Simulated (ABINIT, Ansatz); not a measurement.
## CaZnC2O6 (R-3): G0W0 on several meshes in ABINIT

Wanted: mesh dependence and cost of G0W0 for CaZnC2O6 (R-3).

Program: ABINIT 10.8.3. Level of theory: LDA and many-body steps on it, plane waves. Results are calculated unless marked as measured.

## Step 1: The starting structure

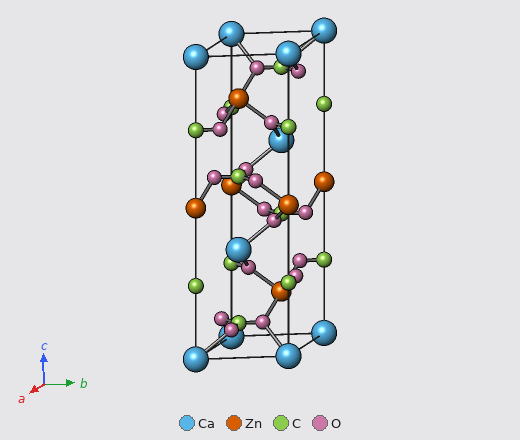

Start, viewed slightly off an axis; calcium blue, zinc orange, carbon green, oxygen pink. This picture shows the conventional cell, with its axes. Bonds to atoms that aren't drawn are left out. Some periodic images of atoms are drawn too.

The cell and positions are those that the Materials Project relaxed with its own functionals (PBE, PBE+U or r2SCAN), kept fixed.

## Step 2: Empty states on the mesh, 2×2×2 mesh, 238 bands

This step: ABINIT 10.8.3; DFT, LDA, plane waves, norm-conserving pseudopotentials.

The sums over transitions need many empty states on a uniform mesh; this step solves for them.

File run.abi:

```
acell 3*1.0 Angstrom
rprim 
  2.433014964130 1.404701844483 5.444039263300
  -2.433014964130 1.404701844483 5.444039263300
  0.000000000000 -2.809403688966 5.444039263300
ntypat 4
znucl 20 30 6 8
natom 10
typat 1 2 3 3 4 4 4 4 4 4
xred 
  0.000000000000 0.000000000000 0.000000000000
  0.500000000000 0.500000000000 0.500000000000
  0.242541000000 0.242541000000 0.242541000000
  0.757459000000 0.757459000000 0.757459000000
  0.494747000000 0.964090000000 0.273567000000
  0.964090000000 0.273567000000 0.494747000000
  0.273567000000 0.494747000000 0.964090000000
  0.505253000000 0.035910000000 0.726433000000
  0.035910000000 0.726433000000 0.505253000000
  0.726433000000 0.505253000000 0.035910000000
pp_dirpath "pseudos"
pseudos "Ca.upf, Zn.upf, C.upf, O.upf"
ecut 37
ngkpt 2 2 2
nshiftk 1
shiftk 0 0 0
kptopt 1
chksymbreak 0
iscf -2
irdden 1
istwfk *1
nband 238
nbdbuf 20
tolwfr 1e-09
nstep 60
prtvol 0
indata_prefix "in"
outdata_prefix "out"
tmpdata_prefix "tmp"
```

Command:

```console
> OMP_NUM_THREADS=1 mpirun -n 4 abinit run.abi > log
```

Numbers of over 12 decimals in the logs are rounded to 6 here.

The program printed:

```text
.Version 10.8.3 of ABINIT. v10.8.2 released Aug 2026.

 Symmetries : space group R-3 (#148); Bravais hR (rhombohedral)
[... echo of the input left out ...]
== DATASET  1 ==================================================================
-   mpi_nproc: 4, omp_nthreads: 1 (-1 if OMP is not activated)

--- !DatasetInfo
iteration_state: {dtset: 1, }
dimensions: {natom: 10, nkpt: 4, mband: 238, nsppol: 1, nspinor: 1, nspden: 1, mpw: 8140, }
cutoff_energies: {ecut:  37.0, pawecutdg:  -1.0, }
[...]
2.76179    2.76179    2.76978    2.77543    2.77543    2.79991    2.79991    2.80583
   2.81738    2.81738    2.86559    2.86559    2.87124    2.87124    2.90330    2.91080
   2.92840    2.92844    2.95779    2.96162    2.99547    3.00881
 prteigrs : prtvol=0 or 1, do not print more k-points.

== END DATASET(S) ==============================================================
================================================================================

 -outvars: echo values of variables after computation  --------
            nband         238
             nkpt           4
          spgroup         148
 [... the other variables as echoed above ...]

 Calculation completed.
```

The job ended after 2.5 min (4 MPI ranks of Arm Neoverse N1, shared host; peak memory 0.57 GiB; 10 min of CPU time).

This step gave:

* gap: 3.804 eV
* k of the valence top: 0.5, 0, 0
* k of the conduction bottom: 0.5, 0.5, 0.5
* least direct gap: 4.850 eV
* k points computed: 4
* lowest point of the top converged band, above the valence top: 72.9167 eV

On this mesh the gap is 3.804 eV.

The density comes from a self-consistent run that is not shown.

## Step 3: Screening, 2×2×2 mesh, 110 bands, screening to 114.3 eV

The RPA dielectric matrix is built and inverted for each q.

This step: RPA screening on LDA, plane waves, norm-conserving pseudopotentials.

run.abi, as its differences from that of step 2:

```diff
@@ -28,10 +28,11 @@
 chksymbreak 0
-iscf -2
-irdden 1
 istwfk *1
-nband 238
-nbdbuf 20
-tolwfr 1e-09
-nstep 60
-prtvol 0
+occopt 1
+irdwfk 1
+optdriver 3
+nband 110
+ecuteps 4.2
+inclvkb 2
+awtr 1
+symchi 1
 indata_prefix "in"
```

The program printed:

```text
.Version 10.8.3 of ABINIT. v10.8.2 released Aug 2026.

 Symmetries : space group R-3 (#148); Bravais hR (rhombohedral)
[... echo of the input left out ...]
== DATASET  1 ==================================================================
-   mpi_nproc: 4, omp_nthreads: 1 (-1 if OMP is not activated)

--- !DatasetInfo
iteration_state: {dtset: 1, }
dimensions: {natom: 10, nkpt: 4, mband: 110, nsppol: 1, nspinor: 1, nspden: 1, mpw: 8140, }
cutoff_energies: {ecut:  37.0, pawecutdg:  -1.0, }
electrons: {nelect:   7.40000000E+01, charge:   0.00000000E+00, occopt:   1.00000000E+00, tsmear:   1.00000000E-02, }

 SCREENING: Calculation of the susceptibility and dielectric matrices

 Based on a program developped by R.W. Godby, V. Olevano, G. Onida, and L. Reining.
 Incorporated in ABINIT by V. Olevano, G.-M. Rignanese, and M. Torrent.
.Using double precision arithmetic ; gwpc =  8

[... cell and pseudopotentials left out ...]
--------------------------------------------------------------------------------

 ==== K-mesh for the wavefunctions ====
 Number of points in the irreducible wedge :     4
[... list of points left out ...]
 Together with  6 symmetry operations and time-reversal symmetry
 yields     8 points in the full Brillouin Zone.

 ==== Q-mesh for the screening function ====
 Number of points in the irreducible wedge :     4
[... list of points left out ...]
 Together with  6 symmetry operations and time-reversal symmetry
 yields     8 points in the full Brillouin Zone.

 setmesh: FFT mesh size selected  =    45x   45x   45
          total number of points  =        91125

 vcoul_init : cutoff-mode = AUXILIARY_FUNCTION
 q-points for optical limit:   1
     1)      0.000010    0.000020    0.000030

- screening: taking advantage of time-reversal symmetry
- Maximum band index for partially occupied states nbvw = 37
- Remaining bands to be divided among processors   nbcw = 73
- Number of bands treated by each node ~18

 Number of electrons calculated from density =   74.0000; Expected =   74.0000
 average of density, n =  0.098228
 r_s =    1.3445
 omega_plasma =   30.2324 [eV]

 calculating chi0 at frequencies [eV] :
  1    0.000000E+00    0.000000E+00
  2    0.000000E+00    3.023239E+01

--------------------------------------------------------------------------------
  q-point number  1        q = ( 0.000000, 0.000000, 0.000000) [r.l.u.]
--------------------------------------------------------------------------------
[... chi0 elements left out ...]
 For q-point:  0.000010 0.000020 0.000030
  dielectric constant =   2.9539
  dielectric constant without local fields =   3.2701

  Average fulfillment of the sum rule on Im[epsilon] for q-point    1 :     34.66  [%]
[... wings left out ...]
  q-point number  2        q = ( 0.500000, 0.000000, 0.000000) [r.l.u.]
--------------------------------------------------------------------------------
[... chi0 elements left out ...]
  Average fulfillment of the sum rule on Im[epsilon] for q-point    2 :     40.11  [%]

 [... 2 further q-points ...]
```

It took 1.7 min on 4 MPI ranks; peak memory 2 GiB.

Numbers from this step:

```yaml
eps_infinity_with_local_fields_on_this_mesh_along_the_program_s_q_direction: 2.954
the_same_without_local_fields: 3.270
plasma_frequency: 30.23 eV
plane_waves_in_the_screening_matrix: 309
```

Local fields lower ε∞ by 10 %. On a Γ-centred mesh this coarse the value itself is usually too large, while a short band sum pulls it down.

## Step 4: 2×2×2

The self-energy is evaluated for the states that the input lists, and the levels follow from it, in one-shot runs by the linearised quasiparticle equation.

This step: G0W0 on LDA, plane waves, norm-conserving pseudopotentials.

run.abi, as its differences from that of step 3:

```diff
@@ -31,8 +31,19 @@
 irdwfk 1
-optdriver 3
+optdriver 4
 nband 110
+gwcalctyp 0
+ecutsigx 37
+symsigma 1
+nkptgw 3
+kptgw 
+  0.5000000000 0.0000000000 0.0000000000
+  0.5000000000 0.5000000000 0.5000000000
+  0.0000000000 0.0000000000 0.0000000000
+bdgw 
+  36 39
+  36 39
+  35 39
 ecuteps 4.2
-inclvkb 2
-awtr 1
-symchi 1
+irdscr 1
+ppmodel 1
 indata_prefix "in"
```

The program printed:

```text
.Version 10.8.3 of ABINIT. v10.8.2 released Aug 2026.

 Symmetries : space group R-3 (#148); Bravais hR (rhombohedral)
[... echo of the input left out ...]
== DATASET  1 ==================================================================
-   mpi_nproc: 4, omp_nthreads: 1 (-1 if OMP is not activated)

--- !DatasetInfo
iteration_state: {dtset: 1, }
dimensions: {natom: 10, nkpt: 4, mband: 110, nsppol: 1, nspinor: 1, nspden: 1, mpw: 8140, }
cutoff_energies: {ecut:  37.0, pawecutdg:  -1.0, }
electrons: {nelect:   7.40000000E+01, charge:   0.00000000E+00, occopt:   1.00000000E+00, tsmear:   1.00000000E-02, }

 SIGMA: Calculation of the GW corrections

 Based on a program developped by R.W. Godby, V. Olevano, G. Onida, and L. Reining.
 Incorporated in ABINIT by V. Olevano, G.-M. Rignanese, and M. Torrent.
.Using double precision arithmetic ; gwpc =  8

[... cell and pseudopotentials left out ...]
--------------------------------------------------------------------------------

 ==== K-mesh for the wavefunctions ====
 Number of points in the irreducible wedge :     4
[... list of points left out ...]
 Together with  6 symmetry operations and time-reversal symmetry
 yields     8 points in the full Brillouin Zone.

 ==== Q-mesh for screening function ====
 Number of points in the irreducible wedge :     4
[... list of points left out ...]
 Together with  6 symmetry operations and time-reversal symmetry
 yields     8 points in the full Brillouin Zone.

 vcoul_init : cutoff-mode = AUXILIARY_FUNCTION
 q-points for optical limit:   1
     1)      0.000010    0.000020    0.000030
 setmesh: FFT mesh size selected  =    64x   64x   64
          total number of points  =       262144

 Number of electrons calculated from density =   74.0000; Expected =   74.0000
 average of density, n =  0.098228
 r_s =    1.3445
 omega_plasma =   30.2324 [eV]

 === KS Band Gaps ===
  >>>> For spin  1
   Minimum direct gap =   4.8496 [eV], located at k-point      :   0.5000  0.5000  0.5000
   Fundamental gap    =   3.8039 [eV], Top of valence bands at :   0.5000  0.0000  0.0000
                                       Bottom of conduction at :   0.5000  0.5000  0.5000
 SIGMA fundamental parameters:
 PLASMON POLE MODEL  1
 number of plane-waves for SigmaX                 8081
 number of plane-waves for SigmaC and W            309
 number of plane-waves for wavefunctions          8081
 number of bands                                   110
 number of independent spin polarizations            1
 number of spinorial components                      1
 number of k-points in IBZ                           4
 number of q-points in IBZ                           4
 number of symmetry operations                       6
 number of k-points in BZ                            8
 number of q-points in BZ                            8
 number of frequencies for dSigma/dE                 9
 frequency step for dSigma/dE [eV]                0.25
 number of omega for Sigma on real axis              0
 max omega for Sigma on real axis  [eV]           0.00
 zcut for avoiding poles [eV]                     0.10

 EPSILON^-1 parameters (SCR file):
 dimension of the eps^-1 matrix on file            309
 dimension of the eps^-1 matrix used               309
 number of plane-waves for wavefunctions          8081
 number of bands                                   110
 number of q-points in IBZ                           4
 number of frequencies                               2
 number of real frequencies                          1
 number of imag frequencies                          1

 matrix elements of self-energy operator (all in [eV])

 Perturbative Calculation

--- !SelfEnergy_ee
iteration_state: {dtset: 1, }
kpoint     : [   0.500,    0.000,    0.000, ]
spin       : 1
KS_gap     :    5.021
QP_gap     :    8.316
Delta_QP_KS:    3.294
data: !SigmaeeData |
     Band     E0 <VxcDFT>   SigX SigC(E0)      Z dSigC/dE  Sig(E)    E-E0       E
       36   1.702 -19.684 -25.006   4.733   0.809  -0.236 -20.161  -0.476   1.225
       37   2.236 -21.296 -26.816   4.864   0.810  -0.234 -21.828  -0.531   1.704
       38   7.257 -15.772  -9.754  -2.713   0.836  -0.196 -13.010   2.763  10.020
       39   7.609 -16.698 -10.791  -2.644   0.831  -0.203 -13.986   2.712  10.321

--- !SelfEnergy_ee
iteration_state: {dtset: 1, }
kpoint     : [   0.500,    0.500,    0.500, ]
spin       : 1
KS_gap     :    4.850
QP_gap     :    7.935
Delta_QP_KS:    3.085
data: !SigmaeeData |
     Band     E0 <VxcDFT>   SigX SigC(E0)      Z dSigC/dE  Sig(E)    E-E0       E
       36   1.190 -22.830 -28.193   4.556   0.813  -0.229 -23.487  -0.656   0.534
       37   1.190 -22.830 -28.193   4.556   0.813  -0.229 -23.487  -0.656   0.534
[...]
--- !SelfEnergy_ee
iteration_state: {dtset: 1, }
kpoint     : [   0.000,    0.000,    0.000, ]
spin       : 1
KS_gap     :    4.892
QP_gap     :    7.839
Delta_QP_KS:    2.947
data: !SigmaeeData |
     Band     E0 <VxcDFT>   SigX SigC(E0)      Z dSigC/dE  Sig(E)    E-E0       E
[...]
37   1.457 -19.250 -24.705   4.741   0.809  -0.236 -19.828  -0.578   0.879
       38   6.349 -15.288  -9.771  -2.722   0.848  -0.179 -12.918   2.370   8.719
       39   7.290 -16.269 -10.633  -2.449   0.830  -0.205 -13.623   2.646   9.936

== END DATASET(S) ==============================================================
================================================================================

 -outvars: echo values of variables after computation  --------
           etotal      0.0000000000E+00
            nband         110
             nkpt           4
          spgroup         148
 [... the other variables as echoed above ...]

 Calculation completed.
```

Elapsed: 29 s, on 4 MPI ranks; peak memory 1.4 GiB; 1.9 min of CPU time.

This step gave:

```yaml
g0w0_gap_on_the_points_computed: 6.765 eV
starting_gap_on_the_mesh: 3.804 eV
k_of_the_valence_top: 0.5, 0, 0
k_of_the_conduction_bottom: 0.5, 0.5, 0.5
z_at_the_valence_top: 0.81
z_at_the_conduction_bottom: 0.848
least_direct_g0w0_gap_on_the_computed_points: 7.84 eV
```

The gap on the mesh goes from 3.80 eV to 6.76 eV, a correction of +2.96 eV.

## Step 5: Empty states on the mesh, 4×4×4 mesh, 120 bands

This step: DFT, LDA, plane waves, norm-conserving pseudopotentials.

run.abi, as its differences from that of step 4:

```diff
@@ -23,3 +23,3 @@
 ecut 37
-ngkpt 2 2 2
+ngkpt 4 4 4
 nshiftk 1
@@ -28,22 +28,10 @@
 chksymbreak 0
+iscf -2
+irdden 1
 istwfk *1
-occopt 1
-irdwfk 1
-optdriver 4
-nband 110
-gwcalctyp 0
-ecutsigx 37
-symsigma 1
-nkptgw 3
-kptgw 
-  0.5000000000 0.0000000000 0.0000000000
-  0.5000000000 0.5000000000 0.5000000000
-  0.0000000000 0.0000000000 0.0000000000
-bdgw 
-  36 39
-  36 39
-  35 39
-ecuteps 4.2
-irdscr 1
-ppmodel 1
+nband 120
+nbdbuf 10
+tolwfr 1e-09
+nstep 60
+prtvol 0
 indata_prefix "in"
```

The program printed:

```text
.Version 10.8.3 of ABINIT. v10.8.2 released Aug 2026.

 Symmetries : space group R-3 (#148); Bravais hR (rhombohedral)
[... echo of the input left out ...]
== DATASET  1 ==================================================================
-   mpi_nproc: 4, omp_nthreads: 1 (-1 if OMP is not activated)

--- !DatasetInfo
iteration_state: {dtset: 1, }
dimensions: {natom: 10, nkpt: 14, mband: 120, nsppol: 1, nspinor: 1, nspden: 1, mpw: 8140, }
cutoff_energies: {ecut:  37.0, pawecutdg:  -1.0, }
[...]
1.40504    1.40504    1.43537    1.46018    1.46018    1.49174    1.49174    1.51453
   1.52631    1.52936    1.52936    1.59575    1.60052    1.60182    1.60359    1.61090
 prteigrs : prtvol=0 or 1, do not print more k-points.

== END DATASET(S) ==============================================================
================================================================================

 -outvars: echo values of variables after computation  --------
            nband         120
             nkpt          14
          spgroup         148
 [... the other variables as echoed above ...]

 Calculation completed.
```

Elapsed: 3.4 min, on 4 MPI ranks; peak memory 0.6 GiB; 14 min of CPU time.

This step gave:

```yaml
gap: 3.804 eV
k_of_the_valence_top: 0.5, 0, 0
k_of_the_conduction_bottom: 0.5, 0.5, 0.5
least_direct_gap: 4.816 eV
k_points_computed: 14
lowest_point_of_the_top_converged_band_above_the_valence_top: 37.89 eV
```

On this mesh the gap is 3.804 eV.

## Step 6: Screening, 4×4×4 mesh, 110 bands, screening to 114.3 eV

This step: RPA screening on LDA, plane waves, norm-conserving pseudopotentials.

run.abi, as its differences from that of step 5:

```diff
@@ -28,10 +28,11 @@
 chksymbreak 0
-iscf -2
-irdden 1
 istwfk *1
-nband 120
-nbdbuf 10
-tolwfr 1e-09
-nstep 60
-prtvol 0
+occopt 1
+irdwfk 1
+optdriver 3
+nband 110
+ecuteps 4.2
+inclvkb 2
+awtr 1
+symchi 1
 indata_prefix "in"
```

The program printed:

```text
.Version 10.8.3 of ABINIT. v10.8.2 released Aug 2026.

 Symmetries : space group R-3 (#148); Bravais hR (rhombohedral)
[... echo of the input left out ...]
== DATASET  1 ==================================================================
-   mpi_nproc: 4, omp_nthreads: 1 (-1 if OMP is not activated)

--- !DatasetInfo
iteration_state: {dtset: 1, }
dimensions: {natom: 10, nkpt: 14, mband: 110, nsppol: 1, nspinor: 1, nspden: 1, mpw: 8140, }
cutoff_energies: {ecut:  37.0, pawecutdg:  -1.0, }
electrons: {nelect:   7.40000000E+01, charge:   0.00000000E+00, occopt:   1.00000000E+00, tsmear:   1.00000000E-02, }

 SCREENING: Calculation of the susceptibility and dielectric matrices

 Based on a program developped by R.W. Godby, V. Olevano, G. Onida, and L. Reining.
 Incorporated in ABINIT by V. Olevano, G.-M. Rignanese, and M. Torrent.
.Using double precision arithmetic ; gwpc =  8

[... cell and pseudopotentials left out ...]
--------------------------------------------------------------------------------

 ==== K-mesh for the wavefunctions ====
 Number of points in the irreducible wedge :    14
[... list of points left out ...]
 Together with  6 symmetry operations and time-reversal symmetry
 yields    64 points in the full Brillouin Zone.

 ==== Q-mesh for the screening function ====
 Number of points in the irreducible wedge :    14
[... list of points left out ...]
 Together with  6 symmetry operations and time-reversal symmetry
 yields    64 points in the full Brillouin Zone.

 setmesh: FFT mesh size selected  =    45x   45x   45
          total number of points  =        91125

 vcoul_init : cutoff-mode = AUXILIARY_FUNCTION
 q-points for optical limit:   1
     1)      0.000010    0.000020    0.000030

- screening: taking advantage of time-reversal symmetry
- Maximum band index for partially occupied states nbvw = 37
- Remaining bands to be divided among processors   nbcw = 73
- Number of bands treated by each node ~18

 Number of electrons calculated from density =   74.0000; Expected =   74.0000
 average of density, n =  0.098228
 r_s =    1.3445
 omega_plasma =   30.2324 [eV]

 calculating chi0 at frequencies [eV] :
  1    0.000000E+00    0.000000E+00
  2    0.000000E+00    3.023239E+01

--------------------------------------------------------------------------------
  q-point number  1        q = ( 0.000000, 0.000000, 0.000000) [r.l.u.]
--------------------------------------------------------------------------------
[... chi0 elements left out ...]
 For q-point:  0.000010 0.000020 0.000030
  dielectric constant =   2.8958
  dielectric constant without local fields =   3.2106

  Average fulfillment of the sum rule on Im[epsilon] for q-point    1 :     34.66  [%]
[... wings left out ...]
  q-point number  2        q = ( 0.250000, 0.000000, 0.000000) [r.l.u.]
--------------------------------------------------------------------------------
[... chi0 elements left out ...]
  Average fulfillment of the sum rule on Im[epsilon] for q-point    2 :     44.81  [%]

 [... 12 further q-points ...]
```

Run time: 39 min. Hardware: 4 MPI ranks; peak memory 5.4 GiB.

This step gave:

```yaml
eps_infinity_with_local_fields_on_this_mesh_along_the_program_s_q_direction: 2.896
the_same_without_local_fields: 3.211
plasma_frequency: 30.23 eV
plane_waves_in_the_screening_matrix: 309
```

(Continued in part 2 of 2.)

[Paths, hosts, dates, memory and timing lines, banners, echoed tables and standing remarks are left out of the program output.]

[Logs are printed without paths, hosts, clocks, repeated set-up lines and the standing remarks that a program may print on its own settings, such as how far it seeks lower states.]

[Runs of the session that timed out or met a known fault of the program may be left out.]

[Hosts, paths, dates, database ids (printed as entryN), source tags and the programs' standing remarks are cut or masked in the printed files.]

[G0W0 gaps are taken among the corrected bands and points alone; a level outside them can change the order at an edge.]

[Where Ansatz stands beside ABINIT at settings called matched, ABINIT's density can come from a denser mesh and the files from another edition; pairs whose starting gaps differed by over 0.03 eV were left out, so agreement reads better than it is.]
